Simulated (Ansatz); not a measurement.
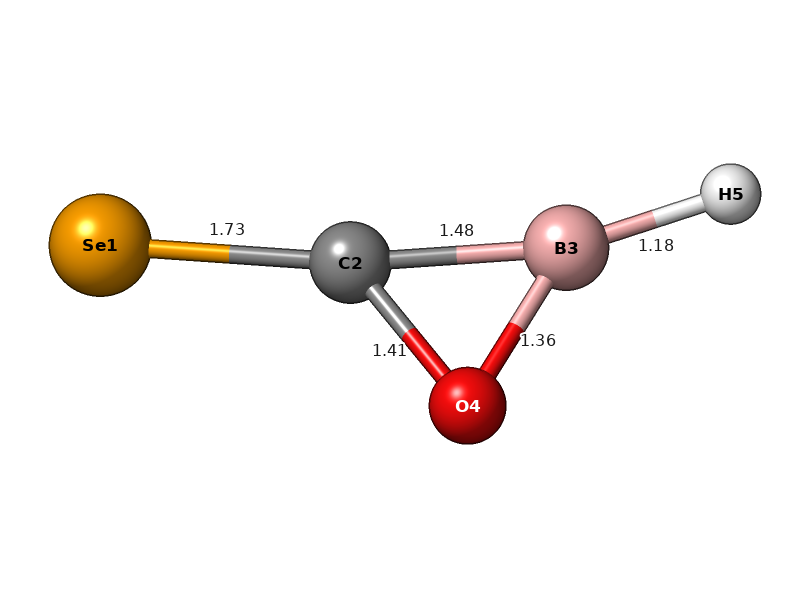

Bond lengths are marked in Å; every bond is drawn as one stick. The geometry was computed by an optimisation with PBE0-D4/def2-TZVP. No frequency run is at hand to confirm it as a minimum.

Assign a bond order to each marked bond.

Se1–C2 double; C2–B3 single; C2–O4 single; B3–O4 single; B3–H5 single.

Give the structure as SMILES.

[Se]=C1BO1
